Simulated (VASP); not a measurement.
Band structure of SrPt₅ (space group P6/mmm). Calculation: LDA (Ceperley-Alder, Perdew-Zunger), VASP's LDA PAW potentials (set 64) (plane waves; VASP).

Unless said otherwise, spin-orbit coupling is left out, though it shifts the bands of the heavy elements here.

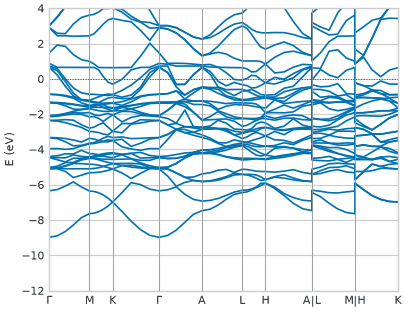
Bands along high-symmetry lines, zero at the valence-band maximum or, without a gap, the Fermi level

Q: Read the plot: is there a gap, and where are the band edges?

A: It has no gap at this level: it comes out as a metal or semimetal.

The structure comes from a measured SrPt5 entry (P6/mmm) of the Crystallography Open Database, whose conditions weren't checked. The cell was not relaxed at this level.
